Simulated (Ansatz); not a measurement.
**Molecular dynamics of GaNH3ClO (part 2 of 2)**

The same run, continued: GaNH3ClO; RKS PBE/def2-SVP (Ansatz 0.2.0). It belongs to a series of runs on one base structure; here: dynamics from the start.

Geometry of the input (Å):
```
Ga -0.0959  0.0004  -0.0176
O  0.0483  -0.2987  1.7482
H  -0.8253  -0.3527  2.1781
Cl 1.7656  0.3390  -1.0462
N  -1.6643  0.1766  -0.9357
H  -2.5117  -0.2854  -0.5972
H  -1.6185  0.1394  -1.9574
```

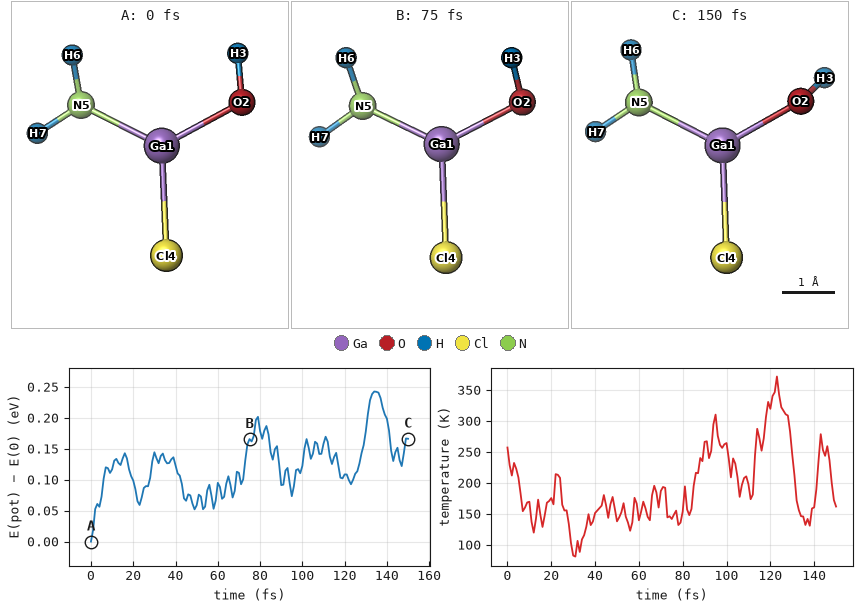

*Frames of the molecular dynamics (ball-and-stick, seen on its broad side) above the curves, on which the letters mark them.*

The trajectory kept here has 151 frames over 150 fs. The temperature starts at 257 K, ranges from 81 to 372 K and averages 228 K over the second half. The potential energy ends 0.166 eV above its first value. After an unweighted best fit of the last frame on the first, the root-mean-square displacement is 0.28 Å, and H3 has moved furthest (0.53 Å).

```
Total energy: -68458.72944991 eV, -2515.8119042909 hartree
Atom 0 at    -0.051564     0.053712    -0.083131 Å, force    -0.323474    -0.219679    -0.580014 eV/Å
Atom 1 at    -0.140807     0.017489     1.714409 Å, force    -0.359357     0.859736     0.532770 eV/Å
Atom 2 at    -0.485001     0.837369     2.167810 Å, force     0.344828    -0.871641    -0.651150 eV/Å
Atom 3 at     1.988574    -0.034942    -0.919408 Å, force    -0.641752     0.060618     0.146411 eV/Å
Atom 4 at    -1.519216    -0.149325    -1.206311 Å, force     0.301773     0.089950     0.089634 eV/Å
Atom 5 at    -2.514247    -0.196371    -0.903301 Å, force     0.882709     0.075852    -0.229732 eV/Å
Atom 6 at    -1.385227    -0.146190    -2.235234 Å, force    -0.204727     0.005165     0.692081 eV/Å
Dipole moment:    -0.653003     0.293815    -0.093998 e Å
```

Trajectory as extended XYZ (Å, eV, eV/Å), 28 of the 151 frames kept, from step=0 to step=150
```
7
Properties=species:S:1:pos:R:3:forces:R:3 step=0 time_fs=0.0 energy=-68458.89560 temperature=257.1
Ga   -0.0959    0.0004   -0.0176   -0.0117  -0.0027   0.0053
O     0.0483   -0.2987    1.7482    0.0023   0.0038   0.0000
H    -0.8253   -0.3527    2.1781    0.0022  -0.0021  -0.0028
Cl    1.7656    0.3390   -1.0462    0.0081   0.0003  -0.0004
N    -1.6643    0.1766   -0.9357    0.0010  -0.0013  -0.0100
H    -2.5117   -0.2854   -0.5972   -0.0030  -0.0011   0.0064
H    -1.6185    0.1394   -1.9574    0.0011   0.0031   0.0015
7
Properties=species:S:1:pos:R:3:forces:R:3 step=6 time_fs=6.0 energy=-68458.79379 temperature=182.5
Ga   -0.0905    0.0041   -0.0121   -0.7782   0.0151  -0.9437
O     0.0408   -0.2849    1.7380    0.6030   0.0300   0.0556
H    -0.7840   -0.3496    2.2290   -0.5633  -0.0303   0.1914
Cl    1.7666    0.3318   -1.0384    0.1201   0.0165  -0.0075
N    -1.6661    0.1759   -1.0005   -1.0270  -0.7128   0.9357
H    -2.5373   -0.2656   -0.5934    1.0518   0.5680  -0.1510
H    -1.7577   -0.0035   -2.0054    0.5936   0.1135  -0.0805
7
Properties=species:S:1:pos:R:3:forces:R:3 step=11 time_fs=11.0 energy=-68458.76486 temperature=137.2
Ga   -0.0900    0.0103   -0.0118   -1.1829   0.0412  -1.3411
O     0.0403   -0.2682    1.7323   -0.1947  -0.0600   0.8255
H    -0.7725   -0.3589    2.2774    0.2901   0.0653  -0.4565
Cl    1.7681    0.3239   -1.0315    0.1935   0.0212  -0.0309
N    -1.6788    0.1687   -1.0407    1.3705   0.1172   0.0785
H    -2.4797   -0.1953   -0.5580   -0.8959  -0.3345   0.4722
H    -1.7463   -0.1246   -2.0316    0.4194   0.1496   0.4523
7
Properties=species:S:1:pos:R:3:forces:R:3 step=17 time_fs=17.0 energy=-68458.76112 temperature=147.5
Ga   -0.0987    0.0176   -0.0159   -1.0054   0.0336  -1.0616
O     0.0454   -0.2429    1.7344    0.1623   0.0191   0.4814
H    -0.7582   -0.3534    2.2717   -0.0947   0.0120  -0.1742
Cl    1.7697    0.3162   -1.0190    0.2291   0.0100  -0.0695
N    -1.6672    0.1592   -1.0666    0.3235   0.0954   1.9804
H    -2.5047   -0.1088   -0.4924    0.5910   0.0465  -1.0367
H    -1.6290   -0.2310   -2.0062   -0.2059  -0.2166  -0.1199
7
Properties=species:S:1:pos:R:3:forces:R:3 step=22 time_fs=22.0 energy=-68458.83034 temperature=214.2
Ga   -0.1080    0.0244   -0.0253   -0.6687  -0.0478  -0.1790
O     0.0428   -0.2134    1.7454    0.1350   0.0777   0.0954
H    -0.7791   -0.3424    2.2500   -0.1057   0.0044  -0.1249
Cl    1.7651    0.3099   -1.0083    0.2965   0.0161  -0.1393
N    -1.6509    0.1513   -1.0630    0.9531   0.1580   0.3589
H    -2.5061   -0.0940   -0.5745   -0.4348  -0.2432   0.0039
H    -1.5639   -0.3396   -1.9588   -0.1754   0.0349  -0.0151
7
Properties=species:S:1:pos:R:3:forces:R:3 step=28 time_fs=28.0 energy=-68458.79263 temperature=133.8
Ga   -0.1178    0.0279   -0.0345    0.2128  -0.1390   0.8594
O     0.0319   -0.1819    1.7584    0.0321   0.1204  -0.2927
H    -0.8302   -0.3113    2.1919   -0.0851  -0.0122   0.0007
Cl    1.7627    0.3046   -1.0023    0.3013   0.0104  -0.1634
N    -1.6128    0.1441   -1.0529   -0.5328  -0.7528  -1.2305
H    -2.5272   -0.1161   -0.6790   -0.1328   0.1118   0.4961
H    -1.5395   -0.4648   -1.9009    0.2045   0.6614   0.3303
7
Properties=species:S:1:pos:R:3:forces:R:3 step=33 time_fs=33.0 energy=-68458.75730 temperature=88.5
Ga   -0.1210    0.0250   -0.0394    0.6981  -0.0522   1.3551
O     0.0240   -0.1632    1.7640   -0.0189   0.1137  -0.4744
H    -0.8591   -0.3142    2.1447   -0.0928  -0.0224   0.1181
Cl    1.7640    0.2945   -1.0020    0.3009   0.0000  -0.1768
N    -1.5961    0.1292   -1.0519   -1.4901   0.2554   0.4077
H    -2.5282   -0.1280   -0.6785    0.4591   0.2175   0.1253
H    -1.4649   -0.4617   -1.8473    0.1438  -0.5120  -1.3549
7
Properties=species:S:1:pos:R:3:forces:R:3 step=39 time_fs=39.0 energy=-68458.75937 temperature=137.7
Ga   -0.1190    0.0208   -0.0430    0.5677   0.0241   1.0752
O     0.0116   -0.1436    1.7725   -0.4537   0.0458  -0.5823
H    -0.9024   -0.3116    2.0874    0.2304   0.0196   0.1563
Cl    1.7710    0.2859   -1.0041    0.2842  -0.0078  -0.1663
N    -1.6007    0.1025   -1.0724    1.3644  -0.0525  -1.3791
H    -2.4770   -0.0877   -0.6437   -1.3073  -0.5023   0.2684
H    -1.4080   -0.4191   -1.9590   -0.6857   0.4731   0.6277
7
Properties=species:S:1:pos:R:3:forces:R:3 step=44 time_fs=44.0 energy=-68458.82580 temperature=180.4
Ga   -0.1186    0.0188   -0.0403    0.3862  -0.0397   0.6044
O    -0.0075   -0.1325    1.7810   -0.1009   0.1232  -0.8429
H    -0.9166   -0.3036    2.0820   -0.1544  -0.0512   0.2987
Cl    1.7840    0.2847   -1.0081    0.0927  -0.0180  -0.0414
N    -1.5976    0.0787   -1.0995   -0.7647   0.0471   0.8305
H    -2.5293   -0.1118   -0.6662    0.7611   0.0156  -0.6225
H    -1.4796   -0.3149   -2.0308   -0.2199  -0.0770  -0.2268
7
Properties=species:S:1:pos:R:3:forces:R:3 step=50 time_fs=50.0 energy=-68458.83704 temperature=138.0
Ga   -0.1181    0.0173   -0.0348    0.0957  -0.0912   0.1651
O    -0.0376   -0.1204    1.7820    0.2200   0.1438  -0.7636
H    -0.9103   -0.3204    2.1522   -0.3184  -0.0565   0.1397
Cl    1.7981    0.2820   -1.0135   -0.1591  -0.0269   0.1264
N    -1.5978    0.0543   -1.1130    0.4217   0.2563   0.4958
H    -2.5180   -0.1765   -0.7824   -0.7155  -0.1408   0.5956
H    -1.5662   -0.2094   -2.0840    0.4555  -0.0846  -0.7589
7
Properties=species:S:1:pos:R:3:forces:R:3 step=56 time_fs=56.0 energy=-68458.80377 temperature=122.7
Ga   -0.1170    0.0090   -0.0298   -0.1051  -0.0408  -0.4604
O    -0.0565   -0.1061    1.7682   -0.1298  -0.0385  -0.0272
H    -0.8943   -0.3468    2.2173    0.1875   0.1009  -0.3041
Cl    1.8186    0.2758   -1.0181   -0.4248  -0.0481   0.2723
N    -1.6020    0.0318   -1.1272   -0.2158  -0.3379  -1.0620
H    -2.5510   -0.2354   -0.7971    0.6911   0.1509  -0.1939
H    -1.5193   -0.1074   -2.1839   -0.0032   0.2134   1.7754
7
Properties=species:S:1:pos:R:3:forces:R:3 step=61 time_fs=61.0 energy=-68458.80729 temperature=153.4
Ga   -0.1184    0.0014   -0.0296   -0.1039   0.0433  -0.7479
O    -0.0696   -0.0855    1.7590    0.0049  -0.0768   0.1603
H    -0.8793   -0.4013    2.2074    0.0826   0.0985  -0.2478
Cl    1.8359    0.2644   -1.0178   -0.6207  -0.0622   0.3459
N    -1.6068    0.0113   -1.1324    0.9962   0.2625   2.0557
H    -2.5288   -0.2546   -0.8246   -0.4967  -0.1608   0.1057
H    -1.4695   -0.0164   -2.1088    0.1376  -0.1045  -1.6720
7
Properties=species:S:1:pos:R:3:forces:R:3 step=67 time_fs=67.0 energy=-68458.82433 temperature=195.4
Ga   -0.1239   -0.0039   -0.0351    0.5000   0.1008  -0.5887
O    -0.0823   -0.0566    1.7557    0.6112   0.1840  -0.2350
H    -0.8719   -0.4642    2.1217   -0.6230  -0.2364   0.2979
Cl    1.8547    0.2442   -1.0127   -0.7832  -0.0505   0.3782
N    -1.5969   -0.0007   -1.1178    0.5366   0.1425  -0.2686
H    -2.5267   -0.3248   -0.8547   -0.0214   0.0062  -0.0475
H    -1.4393    0.0702   -2.1359   -0.2202  -0.1466   0.4636
7
Properties=species:S:1:pos:R:3:forces:R:3 step=72 time_fs=72.0 energy=-68458.79503 temperature=192.1
Ga   -0.1260   -0.0093   -0.0426    1.2813   0.1666  -0.2610
O    -0.0894   -0.0311    1.7504   -0.6065  -0.5388   0.2095
H    -0.8928   -0.5259    2.0513    0.4999   0.4112   0.0008
Cl    1.8659    0.2269   -1.0056   -0.7993  -0.0298   0.3631
N    -1.5724   -0.0020   -1.1044   -0.4388   0.0526  -0.9302
H    -2.4842   -0.4098   -0.8853    0.0761   0.0775   0.0977
H    -1.4490    0.1022   -2.1266   -0.0128  -0.1393   0.5201
7
Properties=species:S:1:pos:R:3:forces:R:3 step=78 time_fs=78.0 energy=-68458.69921 temperature=132.0
Ga   -0.1212   -0.0103   -0.0515    2.0578   0.2208   0.0769
O    -0.1017   -0.0138    1.7343    0.0944  -0.1411   0.0688
H    -0.8686   -0.5533    1.9857   -0.2586  -0.0515   0.4329
Cl    1.8739    0.2070   -0.9990   -0.7136   0.0032   0.3182
N    -1.5414   -0.0019   -1.0939   -1.0550  -0.0239   0.6130
H    -2.4021   -0.4942   -0.9068   -0.5122  -0.1850   0.3671
H    -1.4374    0.0941   -2.0679    0.3873   0.1775  -1.8769
7
Properties=species:S:1:pos:R:3:forces:R:3 step=83 time_fs=83.0 energy=-68458.70882 temperature=148.0
Ga   -0.1103   -0.0075   -0.0564    1.9106   0.1156   0.0999
O    -0.1093   -0.0050    1.7198   -0.1720  -0.3519   0.5406
H    -0.8679   -0.5514    2.0133    0.1101   0.2204   0.1711
Cl    1.8750    0.1838   -0.9926   -0.5306   0.0480   0.2340
N    -1.5411   -0.0041   -1.0849   -1.3677  -0.2324  -2.2069
H    -2.3781   -0.5738   -0.8474    0.5085   0.4883  -0.3342
H    -1.3639    0.0607   -2.1320   -0.4590  -0.2880   1.4956
7
Properties=species:S:1:pos:R:3:forces:R:3 step=89 time_fs=89.0 energy=-68458.77015 temperature=235.1
Ga   -0.0893   -0.0030   -0.0610    0.7167  -0.0367   0.0439
O    -0.1137    0.0004    1.7167   -0.5118  -0.5448   0.8349
H    -0.8906   -0.4922    2.0906    0.6021   0.5242  -0.3321
Cl    1.8678    0.1525   -0.9833   -0.1560   0.0998   0.0799
N    -1.5601   -0.0134   -1.0939    0.4271   0.8042   0.4052
H    -2.3104   -0.6153   -0.8375   -1.0722  -0.6843   0.1909
H    -1.3575   -0.0340   -2.0709   -0.0058  -0.1624  -1.2227
7
Properties=species:S:1:pos:R:3:forces:R:3 step=94 time_fs=94.0 energy=-68458.80125 temperature=294.5
Ga   -0.0730    0.0005   -0.0631   -0.3604  -0.2214   0.0803
O    -0.1202    0.0005    1.7246    1.0581   0.3833  -0.2060
H    -0.8797   -0.3982    2.1433   -0.8772  -0.3260   0.2750
Cl    1.8613    0.1234   -0.9752    0.1853   0.1378  -0.0504
N    -1.5828   -0.0241   -1.1071   -0.4501  -0.6581  -0.4926
H    -2.3427   -0.6866   -0.8074    0.7059   0.7000  -0.3691
H    -1.3845   -0.1455   -2.1263   -0.2616  -0.0156   0.7629
7
Properties=species:S:1:pos:R:3:forces:R:3 step=100 time_fs=100.0 energy=-68458.77334 temperature=264.4
Ga   -0.0523    0.0051   -0.0666   -1.6521  -0.3518   0.1698
O    -0.1177   -0.0002    1.7353   -0.0039  -0.0826   0.1405
H    -0.9460   -0.2756    2.1868    0.2684   0.1911  -0.4799
Cl    1.8535    0.0914   -0.9606    0.6968   0.1564  -0.2707
N    -1.6118   -0.0377   -1.1285    1.0293  -0.1596  -0.8299
H    -2.3294   -0.6796   -0.7898   -0.2458  -0.1055   0.2249
H    -1.4251   -0.3119   -2.1315   -0.0927   0.3521   1.0453
7
Properties=species:S:1:pos:R:3:forces:R:3 step=106 time_fs=106.0 energy=-68458.73427 temperature=177.5
Ga   -0.0380    0.0094   -0.0657   -2.2761  -0.3347   0.1249
O    -0.1233    0.0035    1.7431   -0.2143  -0.0158  -0.0430
H    -1.0253   -0.1222    2.1181    0.4078   0.1158  -0.3555
Cl    1.8519    0.0601   -0.9487    1.0396   0.1336  -0.4308
N    -1.6221   -0.0510   -1.1498    0.7867   0.5271   2.0058
H    -2.3444   -0.6475   -0.7322   -0.1137   0.0370   0.1307
H    -1.4411   -0.4191   -2.0565    0.3700  -0.4630  -1.4320
7
Properties=species:S:1:pos:R:3:forces:R:3 step=111 time_fs=111.0 energy=-68458.72614 temperature=173.7
Ga   -0.0320    0.0124   -0.0663   -2.1526  -0.3646  -0.1506
O    -0.1246    0.0072    1.7369    0.1490   0.1027  -0.2077
H    -1.0544    0.0274    2.0229   -0.1148   0.0134   0.0799
Cl    1.8589    0.0404   -0.9432    1.0851   0.1041  -0.4698
N    -1.6137   -0.0659   -1.1544    1.2380  -0.5566  -0.5106
H    -2.3735   -0.5752   -0.6742    0.1298   0.0442  -0.2440
H    -1.4261   -0.5267   -2.1044   -0.3345   0.6567   1.5027
7
Properties=species:S:1:pos:R:3:forces:R:3 step=117 time_fs=117.0 energy=-68458.77188 temperature=272.0
Ga   -0.0357    0.0179   -0.0653   -1.4285  -0.3953  -0.5586
O    -0.1182    0.0028    1.7292   -0.4490   0.3307   0.0791
H    -1.0395    0.2545    1.9668    0.3372  -0.1525   0.1312
Cl    1.8883    0.0240   -0.9354    0.6168   0.0570  -0.2897
N    -1.5856   -0.0787   -1.1630    1.4574   1.0083   1.2925
H    -2.3895   -0.4651   -0.6968   -0.7020  -0.3514   0.3672
H    -1.4264   -0.5654   -2.0227    0.1681  -0.4969  -1.0217
7
Properties=species:S:1:pos:R:3:forces:R:3 step=122 time_fs=122.0 energy=-68458.79633 temperature=346.4
Ga   -0.0444    0.0261   -0.0691   -0.2556  -0.4506  -0.4609
O    -0.1185    0.0015    1.7179   -0.4836   0.4992   0.3125
H    -0.9844    0.4013    1.9668    0.3602  -0.2660   0.1314
Cl    1.9203    0.0131   -0.9309    0.1041   0.0400  -0.0849
N    -1.5359   -0.0782   -1.1474   -0.6864  -0.7380  -0.4351
H    -2.4496   -0.3759   -0.7250    0.9122   0.2979  -0.2290
H    -1.4309   -0.6080   -2.0476    0.0491   0.6176   0.7660
7
Properties=species:S:1:pos:R:3:forces:R:3 step=128 time_fs=128.0 energy=-68458.75259 temperature=308.8
Ga   -0.0602    0.0343   -0.0785    1.4347  -0.2499   0.1803
O    -0.1226    0.0041    1.7005    0.4665  -0.0225   0.2424
H    -0.8696    0.5263    2.0105   -0.5239   0.2517   0.3672
Cl    1.9525    0.0001   -0.9251   -0.3849   0.0096   0.1037
N    -1.4820   -0.0777   -1.1271    0.1361  -0.2175  -1.7699
H    -2.4001   -0.2013   -0.7593   -1.0797  -0.1837   0.4951
H    -1.3862   -0.5634   -2.0364   -0.0486   0.4123   0.3812
7
Properties=species:S:1:pos:R:3:forces:R:3 step=133 time_fs=133.0 energy=-68458.65709 temperature=156.1
Ga   -0.0693    0.0411   -0.0850    2.5779  -0.0700   1.0833
O    -0.1263    0.0071    1.6995   -0.3533   0.6169   0.6153
H    -0.7909    0.6347    2.0723    0.3589  -0.4341  -0.1912
Cl    1.9720   -0.0101   -0.9184   -0.5986   0.0028   0.1833
N    -1.4422   -0.0770   -1.1275   -2.7042   0.2517  -0.2544
H    -2.4164   -0.1109   -0.7609    0.7910  -0.0812  -0.3819
H    -1.3437   -0.4957   -2.0290   -0.0716  -0.2860  -1.0543
7
Properties=species:S:1:pos:R:3:forces:R:3 step=139 time_fs=139.0 energy=-68458.69027 temperature=158.7
Ga   -0.0694    0.0450   -0.0864    2.1810  -0.0427   0.8992
O    -0.1343    0.0092    1.7046   -0.4140   0.7363   0.6049
H    -0.6903    0.7132    2.1293    0.4363  -0.6222  -0.4400
Cl    1.9872   -0.0229   -0.9091   -0.7112   0.0137   0.2085
N    -1.4479   -0.0938   -1.1437   -1.2296  -0.3897  -2.0103
H    -2.4103   -0.0680   -0.7996    0.0501  -0.1368  -0.2002
H    -1.3370   -0.4197   -2.1314   -0.3125   0.4413   0.9379
7
Properties=species:S:1:pos:R:3:forces:R:3 step=144 time_fs=144.0 energy=-68458.75092 temperature=253.2
Ga   -0.0610    0.0490   -0.0856    0.7510  -0.1393   0.1022
O    -0.1414    0.0176    1.7105    0.6305  -0.8528  -0.5352
H    -0.5906    0.7338    2.1456   -0.6157   0.9171   0.4421
Cl    1.9912   -0.0295   -0.9110   -0.7182   0.0298   0.1957
N    -1.4863   -0.1196   -1.1761    0.5733   0.2207   0.7500
H    -2.4402   -0.0931   -0.8595   -0.6062  -0.0484   0.1454
H    -1.3607   -0.3068   -2.1472   -0.0147  -0.1270  -1.1003
7
Properties=species:S:1:pos:R:3:forces:R:3 step=150 time_fs=150.0 energy=-68458.72941 temperature=161.9
Ga   -0.0516    0.0537   -0.0831   -0.3235  -0.2197  -0.5800
O    -0.1408    0.0175    1.7144   -0.3594   0.8597   0.5328
H    -0.4850    0.8374    2.1678    0.3448  -0.8716  -0.6512
Cl    1.9886   -0.0349   -0.9194   -0.6418   0.0606   0.1464
N    -1.5192   -0.1493   -1.2063    0.3018   0.0900   0.0896
H    -2.5142   -0.1964   -0.9033    0.8827   0.0759  -0.2297
H    -1.3852   -0.1462   -2.2352   -0.2047   0.0052   0.6921
```

Summary

- outcome: finished
- mean temperature over the second half: 228 K
- trajectory: 150 steps, 150 fs
- ensemble: nvt_langevin
- temperature in the input: 300.0 K
- time step: 1.0 fs
- potential energy (last step): −68458.7294 eV
- mean-field energy (last step): −68458.7294 eV
- largest force (length of the vector) (last step): 1.141 eV/Å
- wall time: 5.6 min
- peak memory: 0.12 GiB

Notes

So short a trajectory is not equilibrated. The logged temperature at the start can lie below the typed one, since it is counted over all degrees of freedom.
